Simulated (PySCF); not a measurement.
# Hf(SH)4: how tightly the ligands are held

Aim: take one ligand of each kind off Hf(SH)4, with both parts rigid, and scan its distance from the metal. The structure is generated, not taken from experiment.

The runs use PySCF 2.14.0; r2SCAN, Hf def2-SVP with ECP60, S def2-SVP, H def2-SVP; scalar-relativistic core potentials, no spin–orbit coupling.

3 further runs of the same task are left out: 2 for a known fault of the program, 1 set aside as unsound or not needed.

## Step 1: Starting geometry

9 atoms, charge 0, spin multiplicity 1.

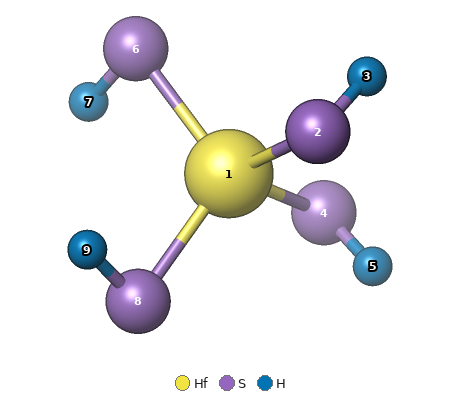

The structure; hafnium yellow, sulfur purple, hydrogen blue; atoms are numbered from 1 in the order of the file.

As a file:

```mol
H4HfS4
  3D, bonds by distance, orders not assigned

  9  8  0  0  0  0  0  0  0  0999 V2000
   -0.0000    0.0000   -0.0000 Hf  0  0
    1.3432    1.4849    1.3881 S   0  0
    1.7652    0.4258    2.1268 H   0  0
   -1.3432   -1.4849    1.3881 S   0  0
   -1.7652   -0.4258    2.1268 H   0  0
    1.4850   -1.3432   -1.3881 S   0  0
    0.4258   -1.7653   -2.1268 H   0  0
   -1.4850    1.3432   -1.3881 S   0  0
   -0.4258    1.7653   -2.1268 H   0  0
  1  2  8  0
  1  4  8  0
  1  6  8  0
  1  8  8  0
  2  3  8  0
  4  5  8  0
  6  7  8  0
  8  9  8  0
M  END
```

Formal oxidation states: Hf +4. An earlier session relaxed this geometry at r2SCAN, Hf def2-SVP with ECP60, S def2-SVP, H def2-SVP (singlet, point group S4).

## Step 2: SH taken off

The ligand (atoms 2, 3) keeps its formal charge and a closed shell where it can; ligand and rest are solved at the complex's geometry, in vacuum, with the settings of the relaxation.

| part | charge | state | energy (Eh) |
| --- | --- | --- | --- |
| complex | 0 | singlet | -1642.812863 |
| ligand | -1 | singlet | -398.635847 |
| rest | 1 | singlet | -1243.805392 |

Wall time 4.2 s (2 threads of Arm Neoverse V1, shared host).

## Step 3: Rigid scan of SH

Atoms 2, 3 move together along the line from atom 1; the distance is to the donor, the donors' midpoint or the ring centre. Each point starts from the density of the one before.

| distance (Å) | energy from the relaxed point (eV) |
| --- | --- |
| 2.14 | 0.857 |
| 2.24 | 0.331 |
| 2.34 | 0.070 |
| 2.44 | 0.000 |
| 2.54 | 0.057 |
| 2.64 | 0.203 |
| 2.84 | 0.642 |
| 3.14 | 1.436 |
| 3.54 | 2.439 |
| 4.04 | 3.414 |

Wall time 86 s (2 threads of Arm Neoverse V1, shared host).

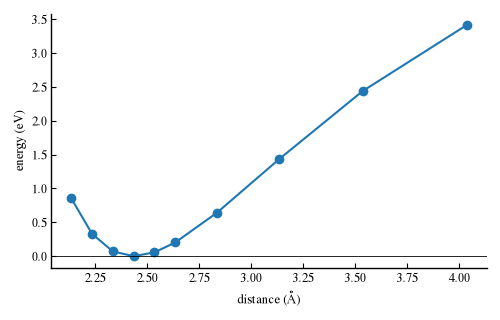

Energy along the rigid scan of SH.

## Step 4: Outcome

| quantity | value |
| --- | --- |
| taking off SH | 10.11 eV |
| stiffness of the SH contact | 12.7 eV/Å² |

**Reading.** Taking off SH as a fragment of charge -1 costs 10.11 eV, much of it the attraction of the two charges. Near 2.44 Å the SH contact has a stiffness of about 12.7 eV/Å², and the energy stands 3.41 eV higher at 4.04 Å. The free anion is solved without diffuse functions, no counterpoise correction is made, and the parts aren't relaxed; each of these makes the binding look larger. These are double-zeta-type bases without diffuse functions. Spin–orbit coupling is left out.
